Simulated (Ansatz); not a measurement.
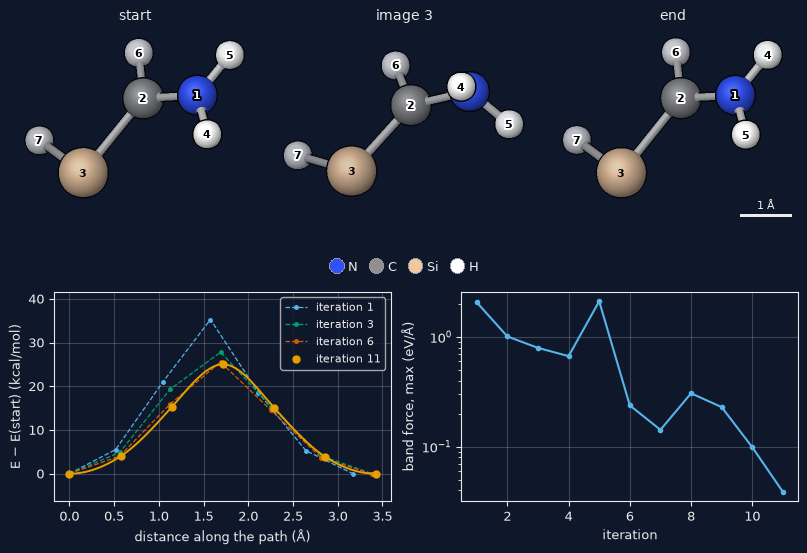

A nudged-elastic-band calculation for CH$_{4}$NSi (multiplicity 2). Images are numbered from 0 (start) to 6 (end). The plot follows the band through its iterations. A ball-and-stick model, seen at a tilt.

These are results of UKS B3LYP/def2-SVP in Ansatz, not measurements. Run with 5 movable images; climbing image; force threshold 0.05 eV/Å; iteration limit 60; starting path by image-dependent pair potential.

Judge this run.

Answer. The result is final at these settings. The band converged in 11 iterations. The largest component of the band force went from 2.1 to 0.039 eV/Å. The climbing image converged on the top of the path. Its vibrational analysis gives one imaginary mode (856i cm⁻¹), as a transition state must have. The first iteration put the highest image at 35.3 kcal/mol. The two ends have the same energy, and the highest point, image 3, lies 25.0 kcal/mol above the start.
